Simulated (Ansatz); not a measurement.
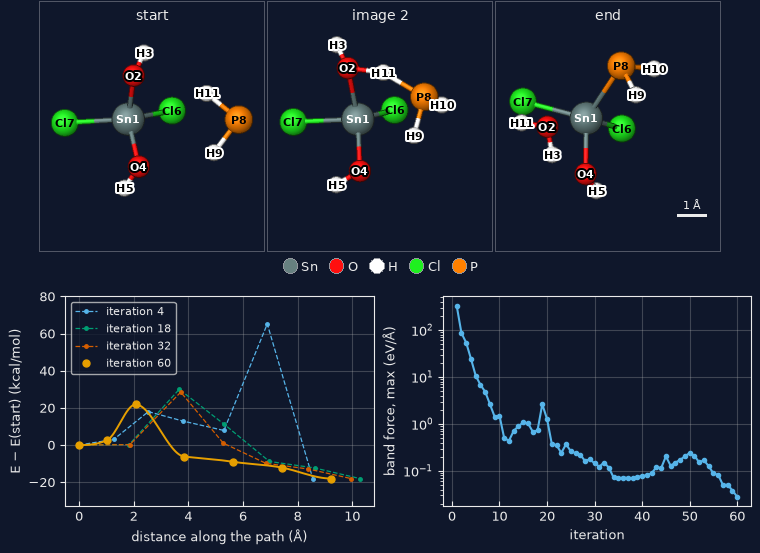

A search for the minimum-energy path of SnPH$_{5}$O$_{2}$Cl$_{2}$, made up at the start of SnH2O2Cl2 and PH$_{3}$ by the nudged elastic band. Images are numbered from 0 (start) to 6 (end). The plot follows the band through its iterations. The picture is a ball-and-stick view, seen from a free direction.

Theory: Ansatz, RKS BLYP/def2-SVP. Settings: 5 movable images; climbing image; force threshold 0.03 eV/Å; iteration limit 60; starting path through a guess of the saddle point.

### How did the profile develop, and is the result final?

The result is final at these settings. The band converged in 60 iterations. The largest component of the band force went from 330 to 0.028 eV/Å. The climbing image converged on the top of the path. Its vibrational analysis gives one imaginary mode (1161i cm⁻¹), as a transition state must have. The first iteration put the highest image at 1397.2 kcal/mol. Forward barrier 21.9 kcal/mol, backward barrier 39.9 kcal/mol, with image 2 at the top; the reaction energy is −18.0 kcal/mol.

Limits of the set-up: the start holds two separate molecules, 2.8 Å apart at their closest, whose relative position is a soft coordinate and is computed without a dispersion correction.

The run took 6.8 min on 4 threads of AMD EPYC 7B13 (Zen 3) (shared host), peak memory 0.23 GiB.
